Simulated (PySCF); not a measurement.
# CH₂F₂, SMILES `FCF`: electronic structure

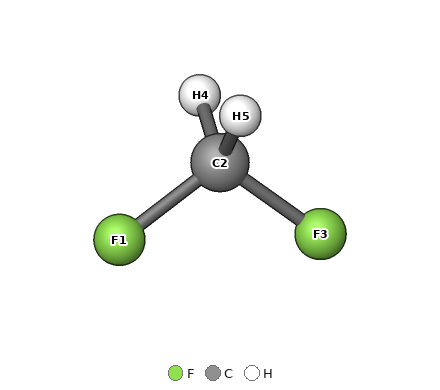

The molecule, with its atoms numbered as below. No frequency check shows the geometry to be a minimum.

Geometry (Å), atoms numbered from 1:

```
F1       1.0886    0.2890    0.0000
C2      -0.0000   -0.4993    0.0000
F3      -1.0886    0.2890    0.0000
H4       0.0000   -1.1036   -0.9174
H5       0.0000   -1.1036    0.9174
```

## 1. Bonding charge

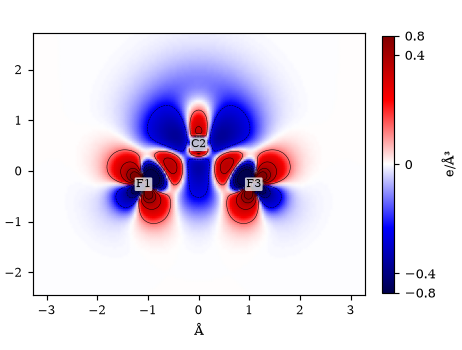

Deformation density (molecule less spherical, spin-averaged free atoms) in the plane of F1, C2 and F3; colour scale in e/Å³, logarithmic beyond ±0.1; red: gain, blue: loss.

Level of theory: B3LYP/def2-SVPD (PySCF), at a geometry from GFN2-xTB.

**Describe the bonding that the map shows.**

C2–F3 and F1–C2: +0.03 e/Å³ at the bond critical point (bond length 1.34 Å); up to 0.6 Å beside the axis the gain reaches +0.28 e/Å³. In all, 1.1 electrons gather in the regions of gain relative to the promolecule. A small or negative value marks a very polar bond, one between electron-rich atoms, whose free-atom densities already overlap strongly, a long bond to a heavier atom, or a closed-shell contact such as a hydrogen bond.

**Where do the Hirshfeld charges lie?**

The highest Hirshfeld charge is on C2 (+0.13 e), the lowest on F1 and F3 (−0.12 e).

```csv
atom,charge (e)
F1,−0.12
C2,+0.13
F3,−0.12
H4,+0.06
H5,+0.06
```

## 2. Electrostatic potential

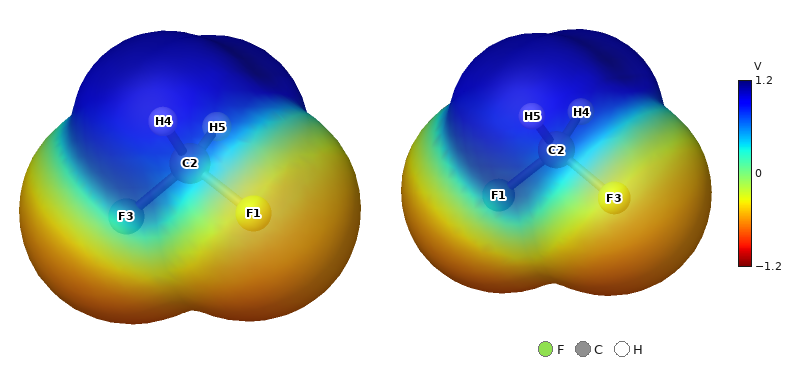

Electrostatic potential on the surface of electron density 0.001 a.u. (back view left, front view right).

**Where are the extremes of the potential on the surface?**

Highest: 1.13 V, near H4 (1.60 Å) and H5 (1.74 Å), over C2 (1.8 Å), and at like points elsewhere. Lowest: −0.76 V, 1.7 Å from F1, and at like points elsewhere. The surface is sampled at points, so like sites can differ by a few per cent and only the strongest of them is named.

## 3. In an electric field

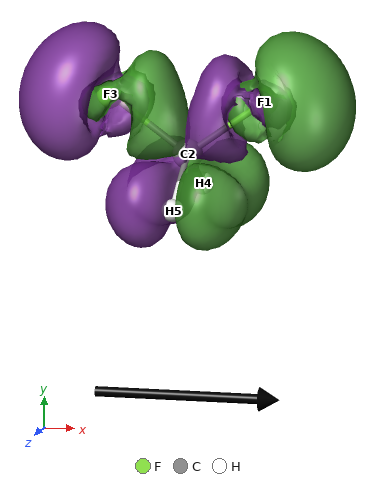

Change of the electron density in a uniform field of 0.21 V/Å along +x (arrow), surfaces at ±0.001 e/Å³ (purple: gain, green: loss).

**What dipole is induced, and what polarisability does it imply?**

The induced dipole is 0.19 D (along the field); α along this axis, from the fields in both directions, is 18 bohr³ (2.7 Å³).

**Which atoms gain and lose the most charge?**

Electrons gather most on F3 (Hirshfeld charge changes by −0.008 e) and leave F1 most (+0.008 e); 0.021 electrons are displaced in all.

## 4. Removing or adding an electron

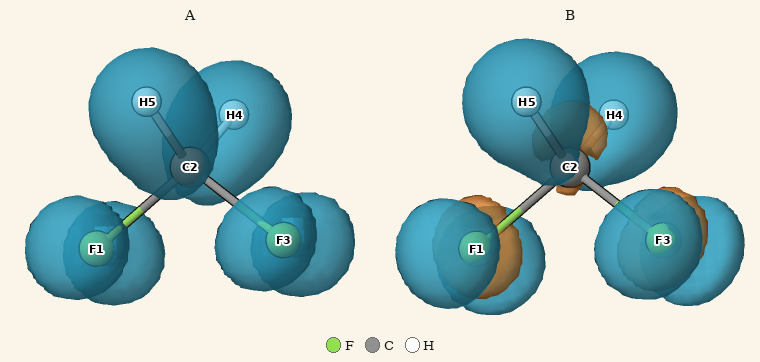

The Fukui function f⁻ from two separate SCF calculations and the density of the HOMO, at ±0.05 e/Å³ (light blue positive, orange negative).

Method: B3LYP/def2-SVPD; geometry: GFN2-xTB; program: PySCF.

**Which panel is which, and how good is the frozen-orbital picture?**

B is f⁻ (it has negative regions), A the HOMO density. The HOMO lies on F1 and F3 (26 % each), C2 (23 %) and H4 and H5 (13 % each); f⁻ (Hirshfeld-condensed) is largest on F1 and F3 (0.25 each), C2 (0.17) and H4 and H5 (0.16 each); the vertical ionisation energy is 13.04 eV. Relaxation shifts 7 % of the electron between atoms. The orbital energy is −9.78 eV.

The PySCF runs shown took 7.6 s, 15 s and 63 s on 1 thread of AMD EPYC 7571, with other jobs on the host.
